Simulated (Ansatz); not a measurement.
CHBFNO: several calculations on one system

### Relaxation

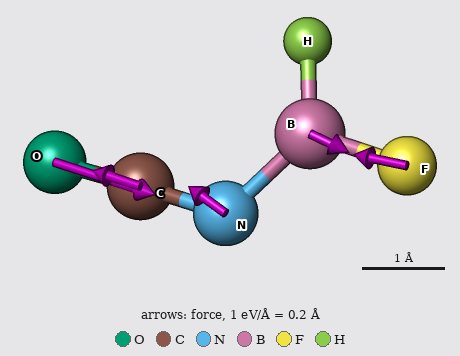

Starting geometry of CHBFNO (coarse preliminary run) with the computed forces as purple arrows. A ball-and-stick model, seen at a tilt.

All numbers below come from RKS PBE-D4/def2-SVP in Ansatz. Set-up: force threshold 0.03 eV/Å; at most 250 steps.

**What follows when this structure is relaxed?**

It isn't relaxed: the largest force vector, on the O atom, is 7.61 eV/Å. The final displacements follow the starting forces only in part (cosine between the two patterns 0.35). After 13 geometry steps the energy has fallen by 22.9 kcal/mol. The largest force component goes from 5.7 to 0.014 eV/Å. The atom that moves furthest after the best rigid fit is the N atom (0.48 Å). By element the largest moves are N 0.48 Å, O 0.47 Å, H 0.43 Å, F 0.34 Å, B 0.14 Å, C 0.09 Å. Near-neighbour distances that change, for instance: B–F 1.446 → 1.331 Å, C–O 1.277 → 1.178 Å, C–N 1.284 → 1.214 Å, B–N 1.475 → 1.420 Å. Bond angles that change, for instance: C–N–B 122.0° → 158.3°, N–B–F 121.6° → 118.6°, F–B–H 117.1° → 119.1°. Cost: 20 s on 4 threads of Arm Neoverse N1 (shared host).

### Relaxation

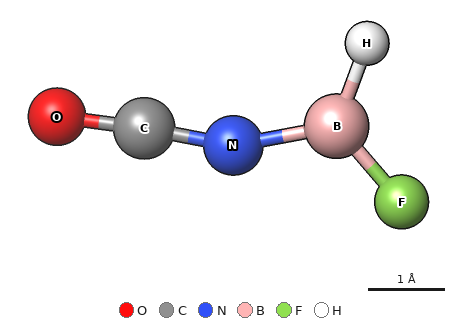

Starting structure of CHBFNO. Style: ball-and-stick. Shown at a tilt.

The calculation used Ansatz 0.2.0, RKS PBE0-D4/def2-TZVP.

Input file:
```yaml
crystal:
  periodic: [false, false, false]
  atoms:
    - {symbol: O, position_ang: [0.861371, -2.336596, 1.022159]}
    - {symbol: C, position_ang: [0.537140, -1.337463, 0.489406]}
    - {symbol: N, position_ang: [0.240479, -0.327536, -0.114946]}
    - {symbol: B, position_ang: [-0.368218, 0.931564, -0.362854]}
    - {symbol: F, position_ang: [-0.152288, 1.522580, -1.535671]}
    - {symbol: H, position_ang: [-1.076483, 1.483451, 0.455806]}
basis:
  gaussian: {orbitals: def2-TZVP}
hamiltonian: {xc: pbe0, dispersion: d4}
relax: {f_tol: 0.005, max_steps: 200}
```

Launched with:
```bash
ansatz run in.yaml --threads 4 --pin off --events-out ev --progress --plain --max-ram 8704MiB
```

Where does the relaxation end?

Answer. After 9 accepted moves (10 points after the start) the energy has fallen by 0.058 eV. The largest force component goes from 1.6 to 0.00042 eV/Å. The line search rejected the trial step at point 4 of the run. The largest moves after the best rigid fit, 0.16 Å, are those of O1 and N3. Largest moves by element: O 0.16 Å, N 0.16 Å, H 0.15 Å, F 0.08 Å, C 0.05 Å, B 0.05 Å. Among the contacts that change: B4–H6 1.215 → 1.193 Å, O1–C2 1.178 → 1.158 Å, B4–F5 1.331 → 1.318 Å, C2–N3 1.214 → 1.203 Å. Among the angles between lasting bonds that change: C2–N3–B4 158.3° → 144.6°.

Step by step:

```csv
step,"E − E(0), eV","largest force component, eV/Å",note
0,0.0000,1.5685,
1,-0.0455,0.1841,
2,-0.0471,0.1090,
3,-0.0489,0.1329,
4,-0.0425,1.0217,rejected
5,-0.0562,0.1965,
6,-0.0576,0.1462,
7,-0.0584,0.0316,
8,-0.0584,0.0093,
9,-0.0584,0.0063,
10,-0.0584,0.0004,
```

Final geometry:

```xyz
6

O     0.7631   -2.2320    1.1013
C     0.5202   -1.2920    0.4699
N     0.3209   -0.3518   -0.2535
B    -0.3427    0.8940   -0.3713
F    -0.2002    1.5704   -1.4933
H    -1.0192    1.3474    0.5009
```

After the run, drawn alike:

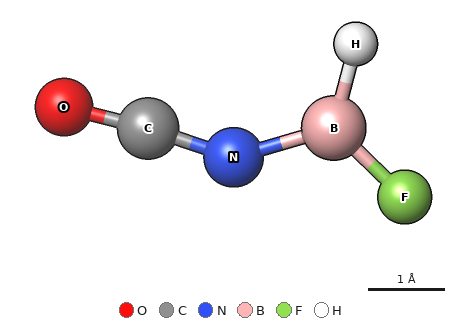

### A change

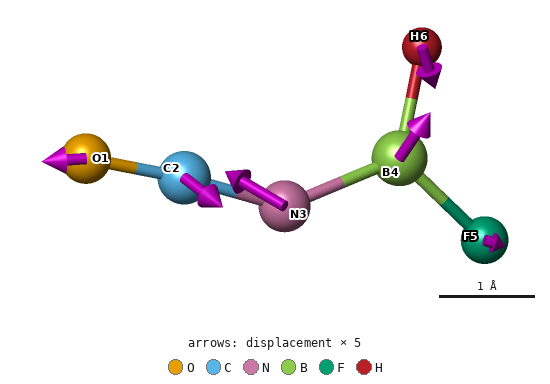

CHBFNO. The purple arrows show how the atoms are displaced, magnified 5 times. The picture is a ball-and-stick view, seen at a tilt.

The calculation used RHF-CCSD(T), frozen core/def2-TZVPP (Ansatz 0.2.0). 

Question: Describe the change and its computed effect.

Answer: All atoms are moved at random (σ = 0.12 Å) from the PBE0-D4/def2-TZVP minimum. Energy change: +64.4 kcal/mol. The largest force is 25 eV/Å, on C2. The forces point partly back along the displacements (cosine −0.52). At other levels of theory the same distortion costs 63.3 kcal/mol (RKS PBE-D4/def2-TZVPP), 64.7 kcal/mol (RKS r2SCAN-D4/def2-TZVPP), 66.2 kcal/mol (RKS PBE0-D4/def2-TZVPP), 63.9 kcal/mol (RKS wB97M-V/def2-TZVPP). Among the bonded contacts that change: B4–H6 1.193 → 1.018 Å, O1–C2 1.158 → 1.310 Å, N3–B4 1.416 → 1.550 Å, C2–N3 1.203 → 1.074 Å. Bond angles that change, for instance: O1–C2–N3 175.6° → 162.7°, N3–B4–F5 118.1° → 114.8°.

### Distortion

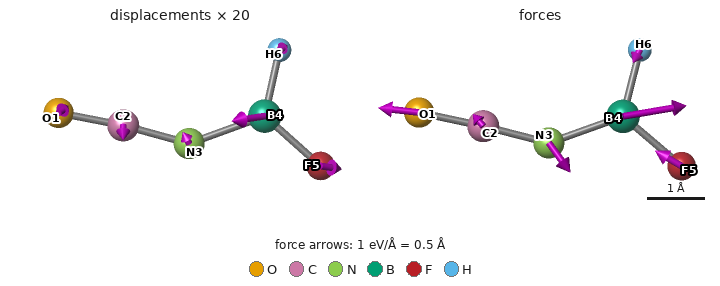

Left: CHBFNO, with purple arrows for the displacements applied to it. Right: the displaced structure with the computed forces. The picture is a ball-and-stick view, seen face on.

The calculation used Ansatz 0.2.0, RHF-CCSD(T), frozen core/def2-TZVPP. 

Q: Describe the distortion and the response.

A: All atoms are moved at random (σ = 0.02 Å) from the PBE0-D4/def2-TZVP minimum. Energy change: +1.82 kcal/mol. The largest force is 2.3 eV/Å, on B4. The forces mostly point back along the displacements (cosine −0.78). At other levels of theory the same distortion costs 1.41 kcal/mol (RKS PBE-D4/def2-TZVPP), 1.47 kcal/mol (RKS r2SCAN-D4/def2-TZVPP), 1.37 kcal/mol (RKS PBE0-D4/def2-TZVPP), 1.40 kcal/mol (RKS wB97M-V/def2-TZVPP). Near-neighbour distances before and after: B4–F5 1.318 → 1.353 Å, N3–B4 1.416 → 1.388 Å, B4–H6 1.193 → 1.213 Å, C2–N3 1.203 → 1.192 Å. Among the angles between lasting bonds that change: F5–B4–H6 119.2° → 116.0°.
